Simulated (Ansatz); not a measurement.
# AlNH3O (SMILES [NH2][Al][OH]): UBHLYP/def2-SVPD

What is the energy change on altering one bond length of AlNH3O at UBHLYP/def2-SVPD? 

The calculation is run with Ansatz 0.2.0.

77 further runs of the same task are left out: 77 set aside as unsound or not needed.

**1. The molecule**

The species is AlNH3O (6 atoms), meant as a doublet with charge 0. As SMILES, `[NH2][Al][OH]`. The shape is that of a PBE0-D4/def2-TZVP optimisation. This is one conformer, not always the lowest.

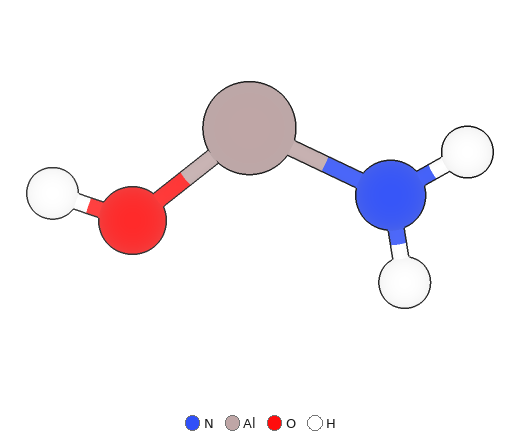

Viewed from a chosen angle; nitrogen blue, aluminium light grey, oxygen red, hydrogen white.

**2. The energy at UBHLYP/def2-SVPD**

molecule.yaml

```yaml
crystal:
  periodic: [false, false, false]
  atoms:
    - symbol: "N"
      position_ang: [-0.923900, 0.240200, -0.760800]
    - symbol: Al
      position_ang: [0.595200, 0.601300, 0.070700]
    - symbol: O
      position_ang: [1.194100, -0.618500, 1.101200]
    - symbol: H
      position_ang: [-1.434300, -0.623600, -0.657200]
    - symbol: H
      position_ang: [-1.394700, 0.861600, -1.396800]
    - symbol: H
      position_ang: [2.005700, -0.525100, 1.596800]
basis:
  gaussian:
    orbitals: def2-SVPD
magnetization:
  spin_polarized: true
  initial_magnetization: 1
output: {orbitals: {seedname: orbitals}}
accuracy: high
hamiltonian:
  xc: {name: BHLYP}
```

Started as:

```bash
$ ansatz run molecule.yaml --threads 1 --pin off --max-ram 3480MiB --events-out events.jsonl --progress --plain --runs-dir runs
```

What it wrote:

```text
Warning: RAYON_NUM_THREADS=1 ignored (pool sized by the plan → 1); use --threads N
Functional definition: BHLYP
  name "BHLYP"
  parameter a = 0.5
  exchange = (1 - a)*b88_x + a*exact_x
  correlation = lyp_c
1783 factors; integrals over basis functions are off by at most 3.5e-9 eV
mean field evaluation 1: about -10168.7226 eV, gradient 4.8e1 eV
mean field evaluation 2: about -10160.2517 eV, gradient 6.6e1 eV
mean field evaluation 4: about -10177.8025 eV, gradient 3.4e0 eV
mean field evaluation 8: about -10177.8549 eV, gradient 1.2e-1 eV
mean field evaluation 16: about -10177.8552 eV, gradient 8.6e-5 eV
mean field -10177.85517147 eV, -374.0292787534 hartree, gradient 1.2e-8 eV, S^2 0.751624; 0 other end points of the search recorded, 0 dependent functions left out
reference -10177.85519643 eV, -374.0292796708 hartree; 16, 15 occupied and 75, 76 virtual orbitals, 1783 factors
Total energy: -10177.85519643 eV, -374.0292796708 hartree
```

Wall time 9.6 s (1 thread of Arm Neoverse V1, shared host); peak memory 0.36 GiB.

**3. The distorted shape, same level**

in.yaml

```yaml
basis:
  gaussian: {orbitals: def2-SVPD}
crystal:
  periodic: [false, false, false]
  atoms:
    - {symbol: "N", position_ang: [-0.547271, -0.256905, -0.252015]}
    - {symbol: Al, position_ang: [0.971829, 0.104195, 0.579485]}
    - {symbol: O, position_ang: [1.570729, -1.115605, 1.609985]}
    - {symbol: H, position_ang: [-1.057671, -1.120705, -0.148415]}
    - {symbol: H, position_ang: [-1.394700, 0.861600, -1.396800]}
    - {symbol: H, position_ang: [2.382329, -1.022205, 2.105585]}
output: {orbitals: {seedname: orbitals}}
magnetization: {spin_polarized: true, initial_magnetization: 1}
accuracy: high
hamiltonian: {xc: {name: BHLYP}}
```

Started as:

```bash
$ ansatz run in.yaml --threads 1 --pin off --max-ram 3480MiB --events-out events.jsonl --progress --plain --runs-dir runs
```

What it wrote:

```text
Warning: RAYON_NUM_THREADS=1 ignored (pool sized by the plan → 1); use --threads N
[... 5 set-up lines as earlier in the session ...]
1808 factors; integrals over basis functions are off by at most 3.8e-9 eV
mean field evaluation 1: about -10161.9400 eV, gradient 5.1e1 eV
mean field evaluation 2: about -10136.8540 eV, gradient 8.4e1 eV
mean field evaluation 4: about -10173.2700 eV, gradient 7.6e0 eV
mean field evaluation 8: about -10173.5637 eV, gradient 2.7e-1 eV
mean field evaluation 16: about -10173.6221 eV, gradient 2.9e-1 eV
mean field -10173.62696455 eV, -373.8738950152 hartree, gradient 4.0e-8 eV, S^2 1.001721; 2 other end points of the search recorded, 0 dependent functions left out
reference -10173.62699096 eV, -373.8738959858 hartree; 16, 15 occupied and 75, 76 virtual orbitals, 1808 factors
Total energy: -10173.62699096 eV, -373.8738959858 hartree
```

It took 12 s on 1 thread of Arm Neoverse V1, shared host; peak memory 0.36 GiB.

**4. Results**

Level: UBHLYP/def2-SVPD.

| quantity | value |
| --- | --- |
| first shape: total energy | -374.02928 Eh |
| first shape: HOMO energy (highest over α and β) | -6.62 eV |
| first shape: LUMO energy (lowest over α and β) | -1.69 eV |
| first shape: ⟨S²⟩ | 0.752 |
| distorted shape: total energy | -373.87390 Eh |
| distorted shape: HOMO energy (highest over α and β) | -6.67 eV |
| distorted shape: LUMO energy (lowest over α and β) | -1.86 eV |
| distorted shape: ⟨S²⟩ | 1.002 |
| energy change with the N1–H5 bond stretched from 1.006 to 1.811 Å | 4.228 eV |

What this shows: With the N1–H5 bond stretched from 1.006 to 1.811 Å the energy rises by 4.23 eV (98 kcal/mol). The first shape isn't relaxed at this level, so the change isn't measured from a minimum. ⟨S²⟩ (distorted shape) is 1.00 where a pure doublet has 0.75: the reference is spin-contaminated.
